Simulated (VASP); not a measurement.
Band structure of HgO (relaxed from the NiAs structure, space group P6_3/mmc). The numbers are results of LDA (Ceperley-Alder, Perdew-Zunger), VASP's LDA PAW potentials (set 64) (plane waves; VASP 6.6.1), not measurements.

Unless said otherwise, spin-orbit coupling is left out, though it shifts the bands of the heavy elements here.

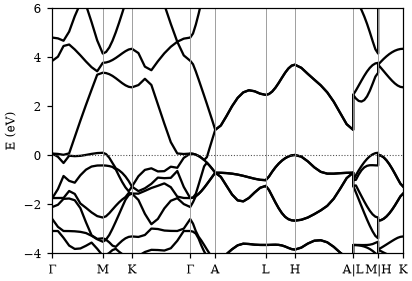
Bands along high-symmetry lines, zero at the valence-band maximum or, without a gap, the Fermi level

Question: Read the plot: is there a gap, and where are the band edges?

Answer: It has no gap at this level: it comes out as a metal or semimetal. (Edges off the drawn lines would not show.)

The structure was generated: HgO was put into the NiAs type (P6_3/mmc), which need not be its known phase. It was relaxed first, which changed the volume by +19 %.
